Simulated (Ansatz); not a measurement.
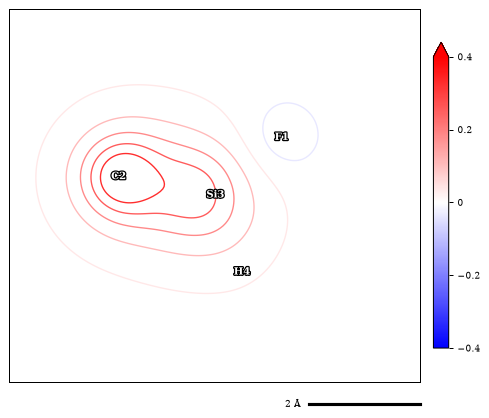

Figure 1: CHFSi. The HOMO on a plane 0.8 Å above the molecular plane (values in Å⁻³ᐟ²; the overall sign is arbitrary).

Geometry: PBE0-D4/def2-TZVP.

Theory: Ansatz 0.2.0, RKS PBE0-D4/def2-TZVPP.

```xyz
4

F    -0.3288   -0.5101    1.5538
C     0.9128    1.2785   -0.5629
Si   -0.0593   -0.0841    0.0484
H    -0.7384   -0.9834   -0.9112
```

Q: What is the character of this orbital?

A: Its weight (Hirshfeld) is mainly on C2 (about 55 %) and Si3 (about 40 %); it changes sign across the molecular plane (π type); π-bonding across C2–Si3. Its energy is −6.99 eV.
